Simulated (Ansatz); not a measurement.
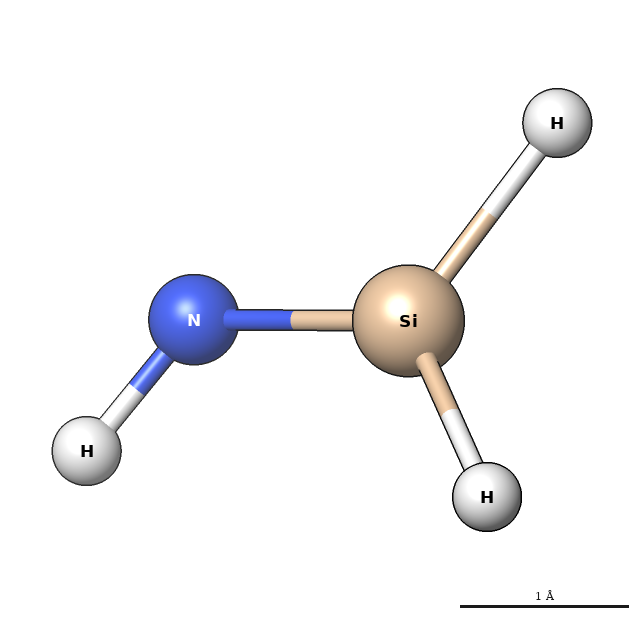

Every bond is drawn as one stick, whatever its order.

The geometry was computed by an optimisation with PBE0-D4/def2-TZVP. No frequency run is at hand to confirm it as a minimum.

Description:

Formula H₃NSi. SMILES: `N=[SiH2]`. Among its groups: Si–H bond. The point group is Cs. All atoms lie on one plane. Coordination: 1 N bent; 1 Si trigonal planar.

More results for the same structure follow; atom numbers are the same in all pictures, views and colours differ.

**Geometry**

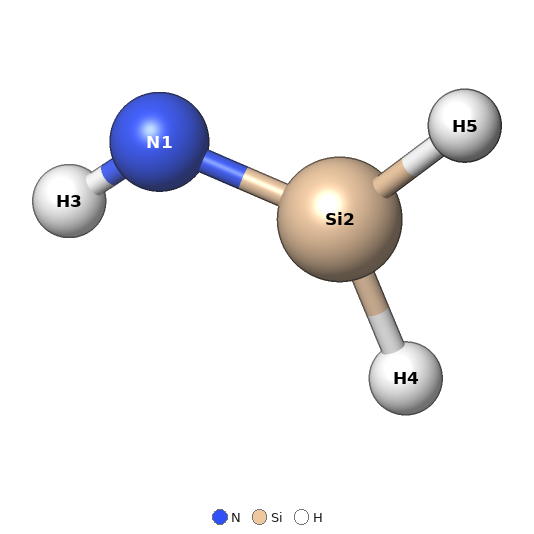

The atoms are numbered. No frequency run is at hand to confirm it as a minimum.

Give these bond angles: Si2–N1–H3, N1–Si2–H4, N1–Si2–H5, H4–Si2–H5.

| angle | degrees |
| --- | --- |
| Si2–N1–H3 | 121.2 |
| N1–Si2–H4 | 129.4 |
| N1–Si2–H5 | 118.1 |
| H4–Si2–H5 | 112.5 |

**Electronic properties**

No frequency run is at hand to confirm it as a minimum. Level of theory: RKS PBE0-D4/def2-TZVPP (Ansatz 0.2.0).

Computed properties:

- HOMO energy (Kohn–Sham orbital): −7.63 eV
- LUMO energy (Kohn–Sham orbital): −1.67 eV
- HOMO–LUMO gap: 5.96 eV

**Dipole moment**

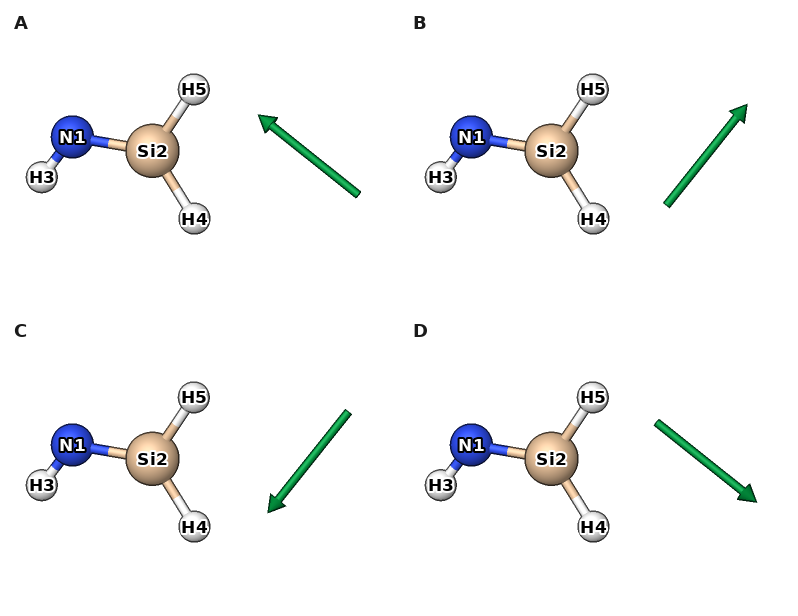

The same molecule four times, each with an arrow. No frequency run is at hand to confirm it as a minimum. Properties computed with RKS PBE0-D4/def2-TZVP (Ansatz 0.2.0).

Which arrow points along the dipole moment, from the negative to the positive end?

D. The dipole moment is 2.43 D; it points from the side of N1, H3 to the side of H4 (the outermost atoms at the two ends).

**Charges**

The questions are on Mulliken charges. No frequency run is at hand to confirm it as a minimum. Method: RKS PBE0-D4/def2-TZVP (Ansatz 0.2.0).

Which atom carries the highest charge (most positive or least negative)?

Si2 (0.31 e).

And the lowest?

N1 (−0.54 e).

Give the Mulliken charges atom by atom.

```tsv
atom	value (e)
N1	−0.54
Si2	0.31
H3	0.22
H4	−0.01
H5	0.01
```

Mulliken values depend strongly on the basis set and can even reverse the polarity of a bond.
